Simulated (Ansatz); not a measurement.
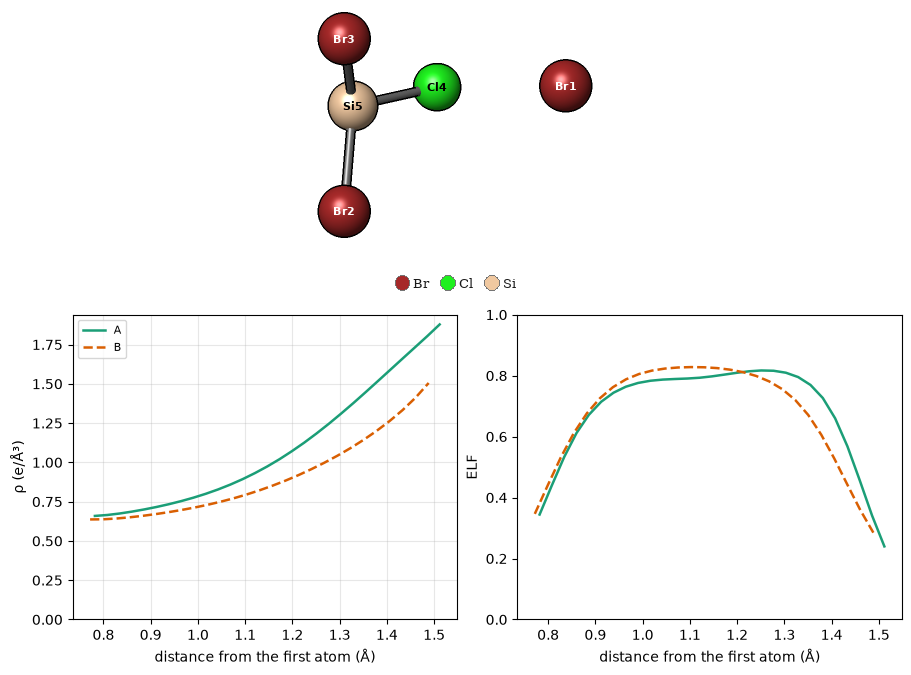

Figure. Br3ClSi. Total electron density and ELF along straight lines between neighbouring atoms. The curves leave out the atomic cores. The structure is drawn too.

Geometry: PBE0-D3(BJ)/def2-SVP.

These are results of isolated molecule in a Gaussian basis; Kohn-Sham density functional theory, functional PBE0 in Ansatz 0.2.0, not measurements.

```xyz
5

Br    0.3427   -0.7089    3.0421
Br   -0.9567    1.6577   -1.6601
Br    1.7439   -0.6708   -2.1958
Cl   -0.4430   -1.0648    0.6274
Si   -0.2750   -0.4157   -1.3470
```

Which curve belongs to which contact (Si–Br and Si–Cl)? The first atom named is at distance zero.

Curve A: Si–Cl (2.09 Å): ρ at the midpoint is about 0.83 e/Å³; the ELF peaks at about 0.80 between the atoms; a polar covalent bond. Curve B: Si–Br (2.20 Å): ρ at the midpoint is about 0.8 e/Å³; the ELF peaks at about 0.85 between the atoms: a shared but strongly polarised pair.
